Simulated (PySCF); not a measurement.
C4H7S (SMILES [CH2]C1CSC1) (doublet)

The calculation's input:

```
{"job": {"kind": "epr", "basis": "pcH-1"}, "charge": 0, "multiplicity": 2}
C     -0.824906     1.326712     0.163447
C     -0.079221     0.113053     0.467648
C     -0.599058    -1.182436    -0.205502
S      1.081332    -1.734588    -0.664077
C      1.327067     0.011051    -0.184742
H     -1.029101     1.583728    -0.859147
H     -1.170901     1.985674     0.934809
H      0.006692    -0.036935     1.545620
H     -1.193855    -0.993181    -1.097372
H     -1.117645    -1.874337     0.452883
H      2.166207     0.163226     0.489185
H      1.434586     0.637347    -1.068779
```

Run with:

```sh
OMP_NUM_THREADS=1 python probes_run.py task.json out
```

Geometry: GFN2-xTB.

Level of theory: PySCF 2.14.0, density-fitted response routines, UKS B3LYP, pcH-1 on C H S, non-relativistic, mean-field spin-orbit, GIAO.

### Predict the electron density, electron localisation function and spin density between the atoms.

C–C (1.46 Å): the density is about 1.9 e/Å³ at the midpoint; the ELF peaks at about 0.95 between the atoms; localised, covalent bonding.
C–H (1.07 Å): ρ at the midpoint is about 2.1 e/Å³; the ELF climbs to about 1 towards the hydrogen, as it does in any bond to H: a covalent bond by its length.
The unpaired spin (1 electron) lies mostly on C1 (about 0.7), in electrons by Hirshfeld's partition.

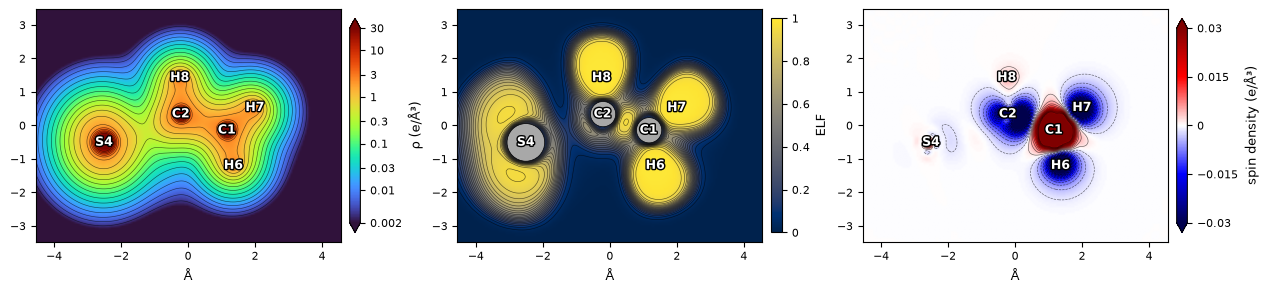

Computed electron density, electron localisation function and spin density on the plane of atoms H6, C1 and H7, in this order. Grey discs cover the atomic cores in the ELF map. 
